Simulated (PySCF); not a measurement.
# PF3 (phosphorus trifluoride): PBE0/STO-6G

Aim: the energy change on altering one bond length of PF3 (phosphorus trifluoride) at PBE0/STO-6G, from 2 runs. The job is set up through a Python script.

Program for the calculation: PySCF 2.14.0.

22 further runs of the same task are left out: 12 that didn't finish, 10 set aside as unsound or not needed.

### 1 The structure to begin with

PF3 has 4 atoms, charge 0, and is taken as a singlet. As SMILES, `FP(F)F`. The coordinates come from a PBE0-D4/def2-TZVP relaxation.

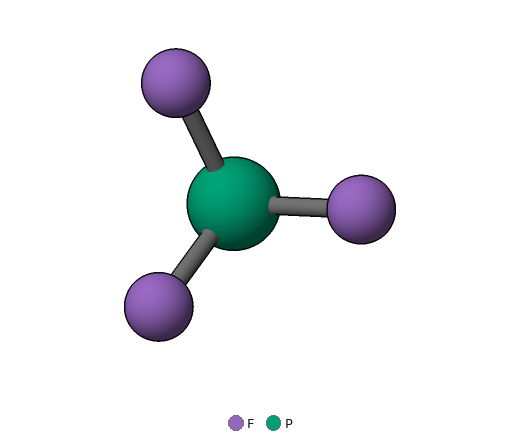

The structure, seen from a chosen angle (fluorine purple, phosphorus teal).

### 2 A single-point energy at PBE0/STO-6G

Contents of run.py:

```python
from pyscf import gto, dft

mol = gto.M(
    atom='''
F      1.576787    -1.253266     1.652565
P     -0.562194     0.594508     0.741340
F     -2.006700    -1.316194    -1.014594
F      0.992106     1.975142    -1.379500
''',
    verbose=3,
    spin=0,
    basis='sto-6g',
    charge=0,
    unit='bohr',
    max_memory=1860,
)

myscf = dft.RKS(mol)
myscf.xc = 'pbe0'
myscf.conv_tol = 1e-10
myscf.grids.level = 5
myscf.kernel()
if not myscf.converged:
    myscf = myscf.newton().run(myscf.mo_coeff, myscf.mo_occ)

energy = myscf.e_tot
print('E(%s) = %.9f' % ('PBE0', energy))
```

The run is started by

```sh
OMP_NUM_THREADS=1 python run.py
```

The program printed:

```text
converged SCF energy = -637.714917878753
E(PBE0) = -637.714917879
```

Run time: 7.5 s. Hardware: 1 thread of Arm Neoverse V1, shared host; peak memory 0.22 GiB.

### 3 The distorted shape

Contents of input.py:

```python
from pyscf import gto, dft

mol = gto.Mole()
mol.atom = '''
F    1.739912  -1.445433   1.260256
P   -0.297500   0.314600   0.392300
F   -1.061900  -0.696500  -0.536900
F    0.525000   1.045200  -0.730000
'''
mol.basis = 'sto-6g'
mol.max_memory = 1860
mol.verbose = 3
mol.build()

mf = dft.RKS(mol, xc='pbe0')
mf.conv_tol = 1e-10
mf.grids.level = 5
mf.kernel()
if not mf.converged:
    mf = mf.newton().run(mf.mo_coeff, mf.mo_occ)

e_final = mf.e_tot
print('E(%s) = %.9f' % ('PBE0', e_final))
```

The run is started by

```sh
OMP_NUM_THREADS=1 python input.py
```

The program printed:

```text
converged SCF energy = -637.541302676822
E(PBE0) = -637.541302677
```

Run time: 11 s. Hardware: 1 thread of Arm Neoverse V1, shared host; peak memory 0.22 GiB.

### 4 Outcome

At PBE0/STO-6G:

```
                                                         quantity          value
                                        first shape: total energy  -637.71492 Eh
                                       first shape: dipole moment         0.79 D
                                         first shape: HOMO energy       -4.12 eV
                                         first shape: LUMO energy        6.69 eV
                                       first shape: HOMO–LUMO gap       10.81 eV
                                    distorted shape: total energy  -637.54130 Eh
                                   distorted shape: dipole moment         2.72 D
                                     distorted shape: HOMO energy       -2.59 eV
                                     distorted shape: LUMO energy        0.08 eV
                                   distorted shape: HOMO–LUMO gap        2.67 eV
energy change with the F1–P2 bond stretched from 1.572 to 2.829 Å       4.724 eV
```

In words: One bond (distorted shape) is far stretched, which a spin-restricted single reference describes badly; a broken-symmetry solution may lie lower. With the F1–P2 bond stretched from 1.572 to 2.829 Å the energy rises by 4.72 eV (109 kcal/mol). The first shape isn't relaxed at this level, so the change isn't measured from a minimum. A restricted reference can't describe the breaking bond well at this length. The minimal basis adds a large error of its own. Mulliken charges (first shape) run from -0.26 on F1 to +0.77 on P2; they depend strongly on the basis.
